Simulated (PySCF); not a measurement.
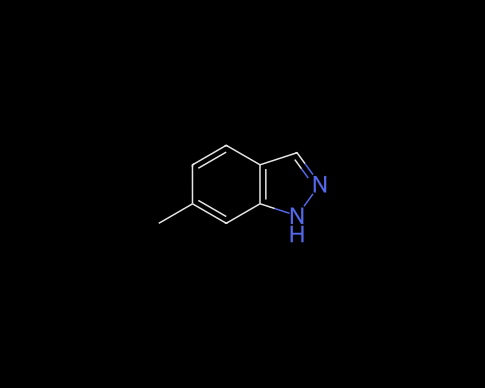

2D structure.

Write the SMILES.

Answer. Cc1ccc2cn[nH]c2c1

What is the molecular formula?

Answer. C8H8N2.

More results for the same structure follow; atom numbers are the same in all pictures, views and colours differ. The computed structure is the end point of a GFN2-xTB optimisation. No frequency run is at hand to confirm it as a minimum.

Charges

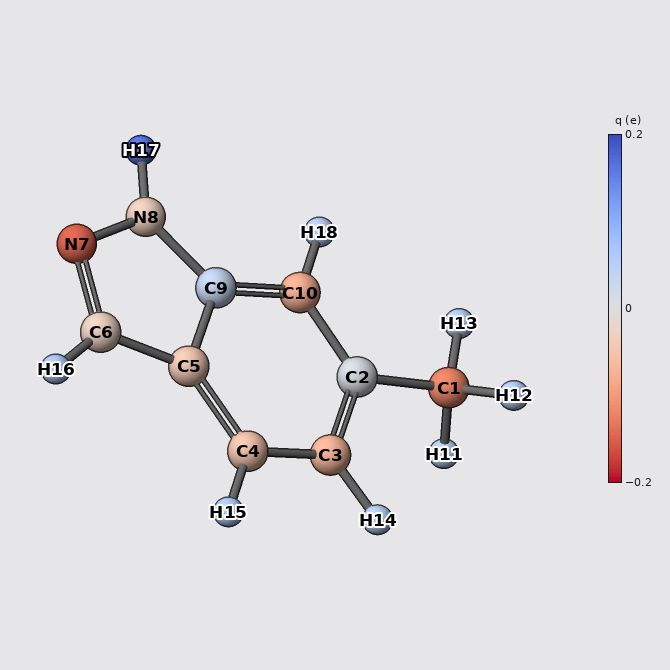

Atoms are coloured by their Hirshfeld charges. No frequency run is at hand to confirm it as a minimum. Properties computed with PBE0/pcSseg-1, gas phase (PySCF 2.14.0).

List the Hirshfeld charges.

```
atom  value (e)
  C1      −0.12
  C2       0.01
  C3      −0.07
  C4      −0.05
  C5      −0.04
  C6      −0.03
  N7      −0.14
  N8      −0.03
  C9       0.03
 C10      −0.07
 H11       0.05
 H12       0.05
 H13       0.05
 H14       0.05
 H15       0.05
 H16       0.06
 H17       0.16
 H18       0.05
```

Electronic properties

No frequency run is at hand to confirm it as a minimum. Level of theory: PBE0/pcSseg-1, gas phase (PySCF 2.14.0).

Give the HOMO energy (Kohn–Sham orbital) at this level.

Answer. −6.47 eV.

Give the LUMO energy (Kohn–Sham orbital) at this level.

Answer. −0.72 eV.

What is the dipole moment?

Answer. 2.17 D.

Bond orders

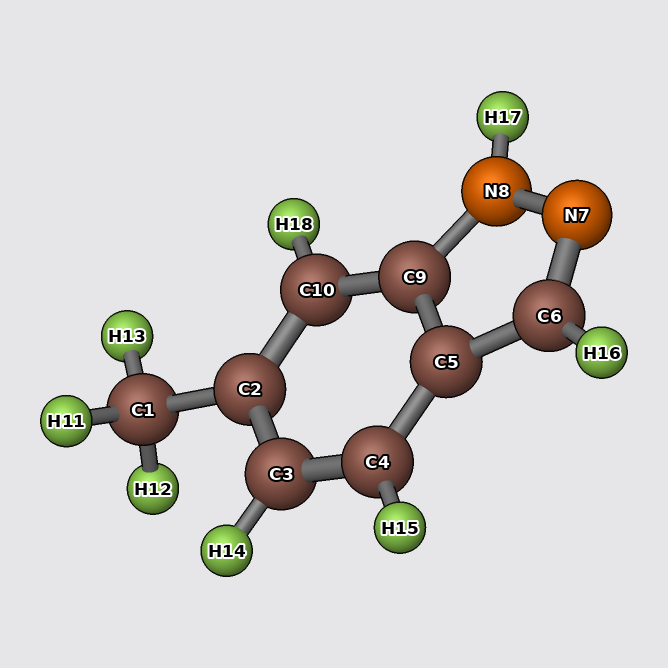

The thickness of each stick grows with its Mayer bond order. No frequency run is at hand to confirm it as a minimum. Level of theory: PBE0/pcSseg-1 (PySCF 2.14.0).

Which bond between heavy atoms has the lowest Mayer bond order?

Answer. N8–C9, 0.97, at 1.357 Å.

List the Mayer bond orders of C1–C2, C2–C3, C2–C10, C3–C4, C4–C5, C5–C6, C5–C9, C6–N7, N7–N8, N8–C9, C9–C10 (bonds between heavy atoms, one of each equivalent set). Atoms whose distances differ by more than 0.02 Å in this geometry are listed apart.

```tsv
bond	Mayer order	length (Å)
C1–C2	1.07	1.499
C2–C3	1.33	1.409
C2–C10	1.48	1.378
C3–C4	1.54	1.372
C4–C5	1.28	1.397
C5–C6	1.26	1.419
C5–C9	1.16	1.416
C6–N7	1.62	1.308
N7–N8	1.18	1.342
N8–C9	0.97	1.357
C9–C10	1.33	1.392
```
